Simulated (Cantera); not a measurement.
Charge: 1 mol SiO2, 1 mol NF3, 15 mol N2, held at 5.33 Torr.

Equilibrium computed with Cantera from the NASA thermochemical tables; the gas is ideal and each condensed phase is pure. Candidate condensed phases: Si, SiO2, Si2N2O, Si3N4; 28 gas species. The tables' values for SiF3 are old estimates; treat these amounts as uncertain. The tables hold silica as quartz up to 1696 K and as liquid above; real silica turns to tridymite and cristobalite and melts near 1996 K. Equilibrium is a limit: real reactors are often held back by kinetics, nucleation or transport.

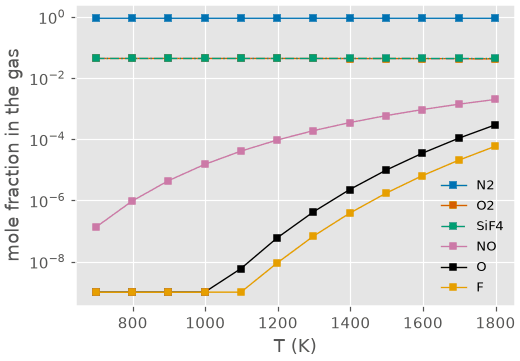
Figure: Equilibrium gas composition (values under 1e-9 drawn at 1e-9)

From 698 K to 798 K the condensed part is SiO2(α-quartz). From 898 K to 1598 K the condensed part is SiO2(β-quartz). From 1698 K to 1798 K the condensed part is SiO2(condensed). The main Si-bearing gas is SiF4 throughout.
